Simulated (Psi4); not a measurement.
# SiNH3F− (SMILES N[SiH-]F): PBE/aug-cc-pVDZ

Aim: the vertical ionisation energy of SiNH3F− at PBE/aug-cc-pVDZ, from 2 runs. 

The results are computed with Psi4 1.11.

3 further runs of the same task are left out: 3 set aside as unsound or not needed.

### 1 The structure to begin with

The species is SiNH3F− (6 atoms), meant as a singlet with charge -1. SMILES: `N[SiH-]F`. Geometry: relaxed at GFN2-xTB. This is one conformer, not always the lowest.

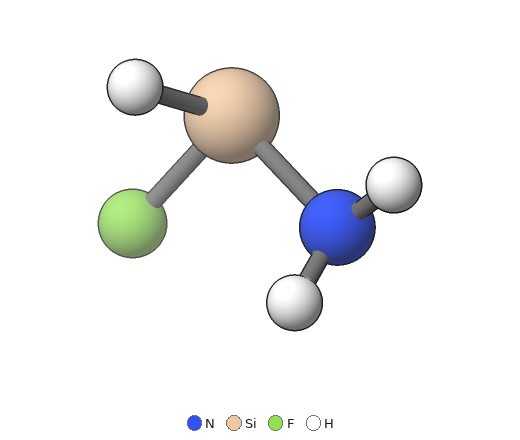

Viewed from a chosen angle; nitrogen blue, silicon light orange, fluorine green, hydrogen white.

### 2 Energy and gradient at PBE/aug-cc-pVDZ

Contents of job.inp:

```
memory 1600 MB

molecule mol {
  -1 1
  N     -0.706270     0.064100    -0.656360
  Si    -0.018400    -0.572650     0.864030
  F      1.343770    -1.362790     0.175370
  H     -1.421390     0.759670    -0.473570
  H     -0.032070     0.487510    -1.296370
  H      0.834370     0.624160     1.386900
  symmetry c1
}

set basis aug-cc-pVDZ
set puream true
set e_convergence 1e-09
set d_convergence 1e-08
set scf_type pk
set dft_radial_points 99
set dft_spherical_points 590

result, w = gradient("pbe", return_wfn=True)
```

Started as:

```sh
$ psi4 job.inp job.out -n 1
```

job.out:

```text
[...]
  Running in c1 symmetry.
[...]
  Nuclear repulsion =  105.937450292562033
[...]
  Multiplicity = 1
[...]
  Nalpha       = 17
  Nbeta        = 17
[...]
    Number of basis functions: 100
[...]
   @RKS iter   1:  -445.12571313338537   -6.72660e-02   1.06912e-02 ADIIS/DIIS
[...]
   @RKS iter  13:  -445.67291305631693   -2.35332e-11   6.87745e-09 DIIS
[...]
    Orbital Energies [Eh]
    ---------------------
    Doubly Occupied:
       1A    -65.234876     2A    -24.042469     3A    -13.792416
       4A     -4.856522     5A     -3.271297     6A     -3.268385
       7A     -3.264550     8A     -0.841369     9A     -0.581699
      10A     -0.264492    11A     -0.246464    12A     -0.176539
      13A     -0.155338    14A     -0.133656    15A     -0.099185
      16A     -0.036155    17A      0.042216
[...]
  @RKS Final Energy:  -445.67291305631693
   => Energetics <=
    Nuclear Repulsion Energy =            105.9374502925620334
    One-Electron Energy =                -834.8559300044101974
    Two-Electron Energy =                 322.5140488310847786
    DFT Exchange-Correlation Energy =     -39.2684821755535722
    Empirical Dispersion Energy =           0.0000000000000000
    VV10 Nonlocal Energy =                  0.0000000000000000
    Total Energy =                       -445.6729130563169292
[...]
 Multipole Moments:
 ------------------------------------------------------------------------------------
     Multipole            Electronic (a.u.)      Nuclear  (a.u.)        Total (a.u.)
 ------------------------------------------------------------------------------------
 L = 1.  Multiply by 2.5417464519 to convert [e a0] to [Debye]
 Dipole X            :          2.5754706           -2.2741295            0.3013411
 Dipole Y            :         -3.6120912            4.1814664            0.5693753
 Dipole Z            :          0.0876837           -1.0326147           -0.9449310
 Magnitude           :                                                    1.1436299
[...]
  -Total Gradient:
     Atom            X                  Y                   Z
    ------   -----------------  -----------------  -----------------
       1        0.005670757599     0.001402749136     0.020529825025
       2        0.008276046677     0.008548393124    -0.030341609617
       3       -0.012297276255     0.009775628629     0.009043336561
       4        0.010116345304    -0.005909893468    -0.000629935788
       5       -0.006065734957    -0.005366143640     0.004406833262
       6       -0.005688599330    -0.008550299881    -0.003045513721
[...]
```

Wall time 33 s (1 thread of AMD EPYC 7B13 (Zen 3), shared host); peak memory 0.81 GiB.

### 3 Doublet neutral SiNH3F at the same level

Contents of calc.dat:

```
memory 1.6 GB

molecule mol {
  0 2
  N     -1.33465687     0.12113144    -1.24034064
  Si    -0.03477096    -1.08215167     1.63278006
  F      2.53935727    -2.57529987     0.33140127
  H     -2.68603782     1.43556825    -0.89491760
  H     -0.06060352     0.92126038    -2.44978426
  H      1.57673079     1.17949146     2.62086116
  units bohr
  symmetry c1
}

set {
  basis                aug-cc-pVDZ
  reference            uks
  puream               true
  e_convergence        1e-09
  d_convergence        1e-08
  scf_type             pk
  dft_radial_points    99
  dft_spherical_points 590
  maxiter              200
}

e_tot = gradient('pbe')
print_variables()
```

Started as:

```sh
$ psi4 calc.dat calc.out -n 1
```

calc.out (excerpt; [...] marks lines left out):

```text
[...]
  Running in c1 symmetry.
[...]
  Nuclear repulsion =  105.937450389034623
[...]
  Multiplicity = 2
[...]
  Nalpha       = 17
  Nbeta        = 16
[...]
    Number of basis functions: 100
[...]
   @UKS iter   1:  -445.16868617990821   -1.10239e-01   1.00653e-02 DIIS/ADIIS
[...]
   @UKS iter  14:  -445.61342448806971   -1.08002e-12   3.85593e-09 DIIS
[...]
   @S^2 Observed:                7.530969530E-01
[...]
  @UKS Final Energy:  -445.61342448806971
   => Energetics <=
    Nuclear Repulsion Energy =            105.9374503890346233
    One-Electron Energy =                -827.3210690399851046
    Two-Electron Energy =                 314.8042830199177047
    DFT Exchange-Correlation Energy =     -39.0340888570369842
    Empirical Dispersion Energy =           0.0000000000000000
    VV10 Nonlocal Energy =                  0.0000000000000000
    Total Energy =                       -445.6134244880697111
[...]
 Multipole Moments:
 ------------------------------------------------------------------------------------
     Multipole            Electronic (a.u.)      Nuclear  (a.u.)        Total (a.u.)
 ------------------------------------------------------------------------------------
 L = 1.  Multiply by 2.5417464519 to convert [e a0] to [Debye]
 Dipole X            :          1.6752332           -2.2741295           -0.5988963
 Dipole Y            :         -3.4365637            4.1814664            0.7449027
 Dipole Z            :          1.2739744           -1.0326147            0.2413597
 Magnitude           :                                                    0.9858049
[...]
  -Total Gradient:
     Atom            X                  Y                   Z
    ------   -----------------  -----------------  -----------------
       1        0.006403524979     0.005524470420    -0.013212028969
       2       -0.034976553153    -0.014739333331     0.031842035486
       3        0.013747966295     0.004059729118    -0.009976775663
       4        0.011112402751    -0.004689235627     0.001991341647
       5       -0.005118748637     0.004137320039     0.002311373448
       6        0.008843092766     0.005607350602    -0.012993413191
[...]
```

Run time: 45 s. Hardware: 1 thread of AMD EPYC 7B13 (Zen 3), shared host; peak memory 0.8 GiB.

### 4 What came out

Level: PBE/aug-cc-pVDZ.

| quantity | value |
| --- | --- |
| singlet SiNH3F−: total energy | -445.67291 Eh |
| singlet SiNH3F−: HOMO energy | 1.15 eV |
| singlet SiNH3F−: LUMO energy | 2.72 eV |
| singlet SiNH3F−: HOMO–LUMO gap (to an unbound level, set by the basis) | 1.57 eV |
| singlet SiNH3F−: largest force on an atom | 1.676 eV/Å |
| doublet neutral SiNH3F: total energy | -445.61342 Eh |
| doublet neutral SiNH3F: dipole moment | 2.51 D |
| doublet neutral SiNH3F: HOMO energy (highest over α and β) | -5.96 eV |
| doublet neutral SiNH3F: LUMO energy (lowest over α and β) | -4.47 eV |
| doublet neutral SiNH3F: ⟨S²⟩ | 0.753 |
| doublet neutral SiNH3F: largest force on an atom | 2.548 eV/Å |
| vertical detachment energy (to the doublet neutral) | 1.619 eV |

**Reading.** The vertical ionisation energy comes to 1.62 eV (156 kJ/mol). The largest force (singlet SiNH3F−) is 1.68 eV/Å: the shape isn't a stationary point for this species at this level. −ε(HOMO) before ionisation, -1.15 eV, is 2.77 eV below this ionisation energy. The HOMO (singlet SiNH3F−) lies at positive energy, 1.15 eV, as semi-local functionals often give for anions; only total energies tell whether the electron is bound.
